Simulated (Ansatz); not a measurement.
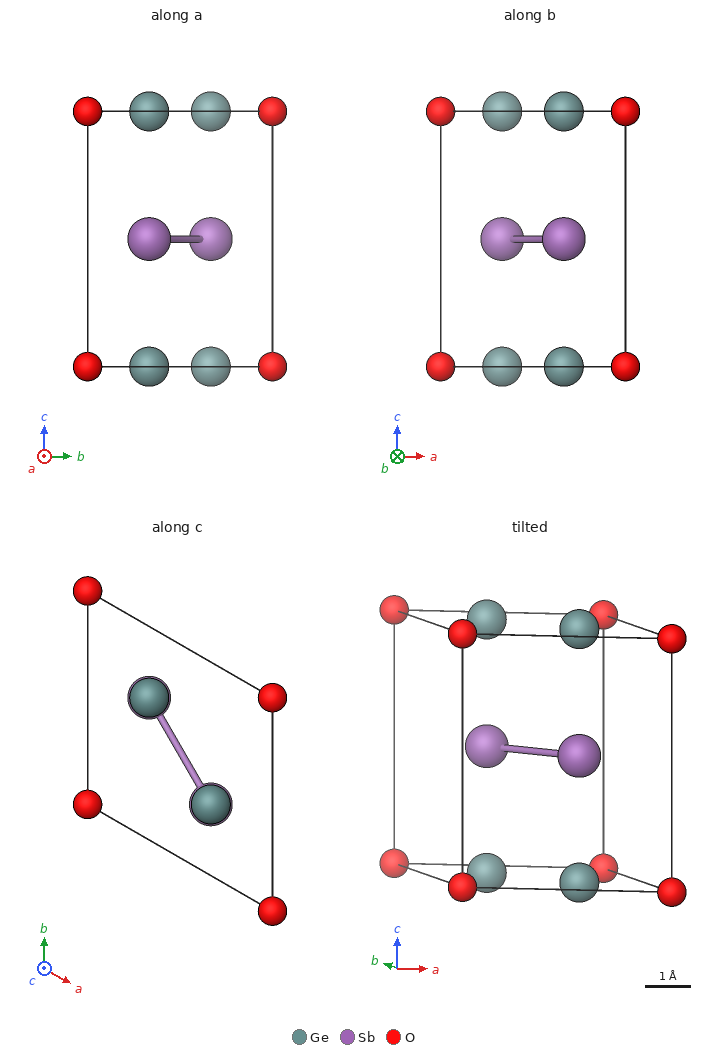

Shown here is a ball-and-stick view of the crystal, taken along the a axis, along the b axis, along the c axis and slightly off an axis. The lines enclose the conventional unit cell; boundary atoms appear with their images.

Lattice parameters: a = 4.825 Å, b = 4.825 Å, c = 5.768 Å, α = 90.00°, β = 90.00°, γ = 120.00°.

Q: Express the structure as a table of Wyckoff sites.

A: Space group P6/mmm (No. 191).
| atom | site | x | y | z |
| --- | --- | --- | --- | --- |
| Ge | 2c | 0.3333 | 0.6667 | 0.0000 |
| Sb | 2d | 0.3333 | 0.6667 | 0.5000 |
| O | 1a | 0.0000 | 0.0000 | 0.0000 |

Its origin is a random cell made by a generator, so it need not be a real form of the compound. The picture shows the end point of a geometry optimisation with DFT PBE, scalar-relativistic, plane waves, PAW in Ansatz.
